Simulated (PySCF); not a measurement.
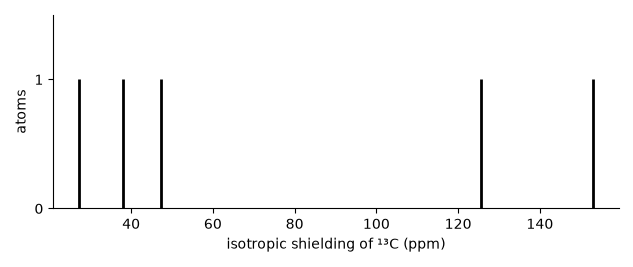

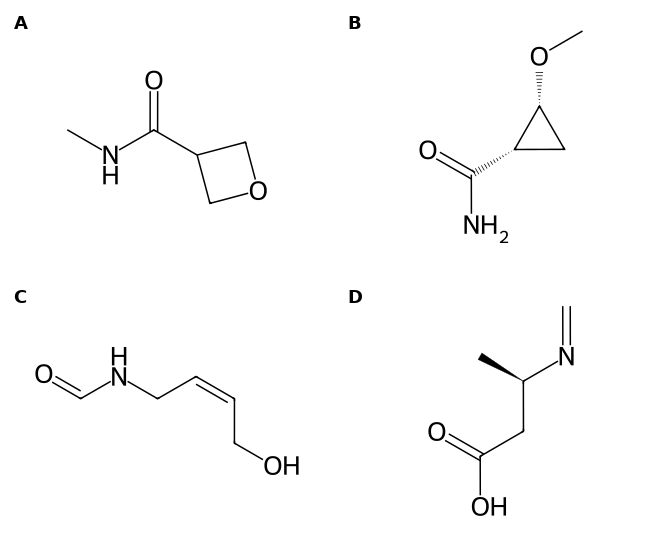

The sticks are computed shieldings of one of the molecules, for one fixed geometry (GFN2-xTB) without averaging over rotations. Low shielding means a high chemical shift. Method: GIAO PBE0/pcSseg-1 NMR shielding, non-relativistic, gas phase (PySCF 2.14.0).

Question: Match the spectrum to a structure.

Answer: C, `O=CNC/C=C\CO`. Its 5 C atoms give lines at 27.2, 37.9, 47.2, 125.6, 153.0 ppm.
